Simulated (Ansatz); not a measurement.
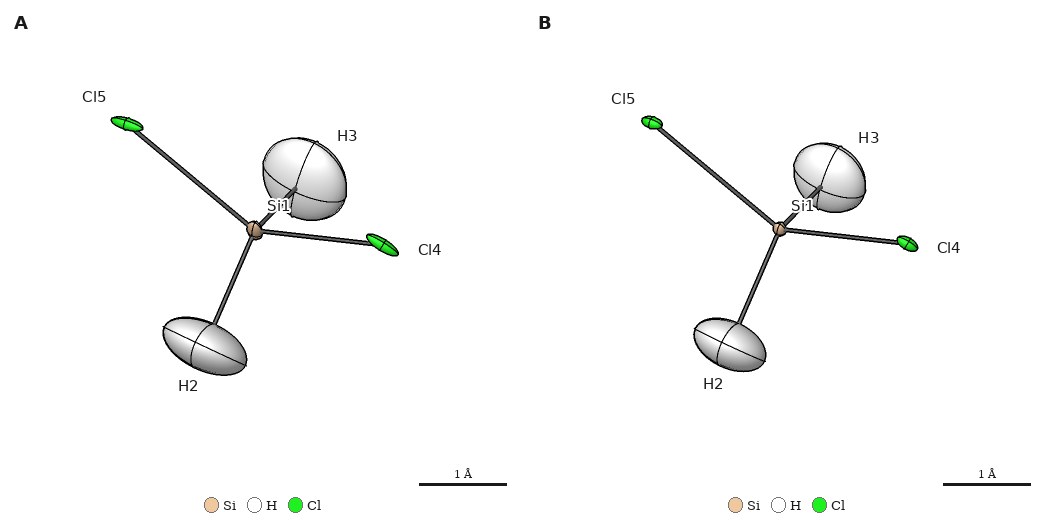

Displacement ellipsoids at the 50 % level, scaled by 2, from the internal vibrations of the free molecule (harmonic, no overall translation or rotation; no half-axis is drawn under 0.075 Å). Vibrations computed with RKS PBE0-D4/def2-TZVP (Ansatz 0.2.0). One panel is for 200 K, the other for 600 K.

Which panel is for 600 K?

Answer. A.

How much does the mean-square displacement of Cl5 grow, and why?

Answer. U_eq goes from 0.00071 to 0.0017 Å², a factor of 2.5. Modes below kT (417 cm⁻¹ at 600 K) grow about in proportion to T, and the lowest lies at 185 cm⁻¹; the mean-square amplitude of a mode is its zero-point value times coth(ħω/2kT), which comes close to 1 only above about 3kT.
